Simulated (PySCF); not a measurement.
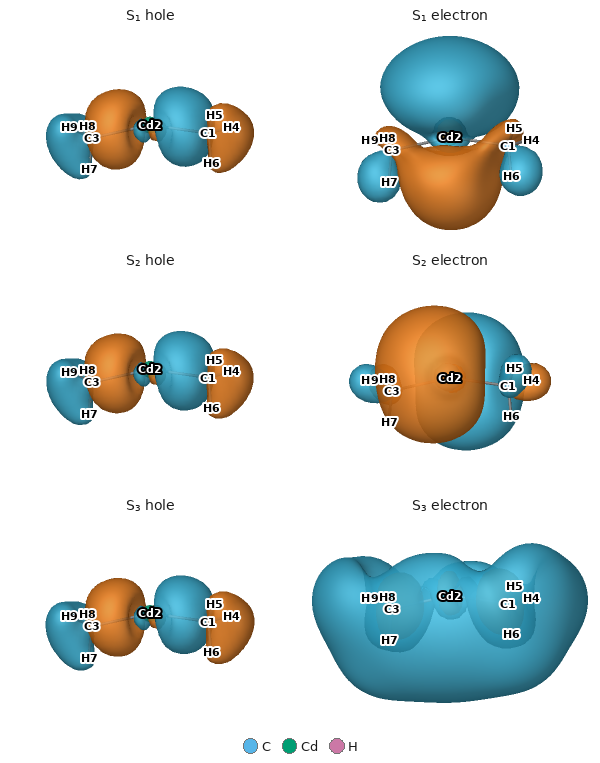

*C₂H₆Cd, SMILES `C[Cd]C`. Leading natural transition orbitals (TDA singlet states).*

Method: ωB97X/def2-SVPD; geometry: GFN2-xTB; program: PySCF. Core potentials replace the inner electrons of Cd; spin–orbit coupling isn't included. No frequency check shows the geometry to be a minimum. GFN2-xTB bond lengths at metals and heavier atoms can be off by up to 0.1 Å and shapes distorted, which carries into these values.

> Give the energy and character of each state.

By state:
- S₁: 5.42 eV (229 nm), f = 0.070, ligand-to-metal charge transfer; the leading pair carries 99 %; hole on C1 and C3 (30 % each) and Cd2 (23 %), electron on Cd2 (78 %) and C1 and C3 (5 % each); their centroids lie 0.8 Å apart.
- S₂: 5.52 eV (225 nm), f = 0.000 (dark), ligand-to-metal charge transfer; the leading pair carries 99 %; hole on C1 and C3 (30 % each) and Cd2 (23 %), electron on Cd2 (80 %); their centroids lie 0.2 Å apart.
- S₃: 6.70 eV (185 nm), f = 0.632 (bright), partly diffuse acceptor orbital; the leading pair carries 92 %; hole on C1 and C3 (29 % each) and Cd2 (23 %), electron on Cd2 (39 %), C1 and C3 (12 % each) and H6 and H7 (8 % each) (atom shares of so diffuse an orbital are rough); their centroids lie 0.6 Å apart.
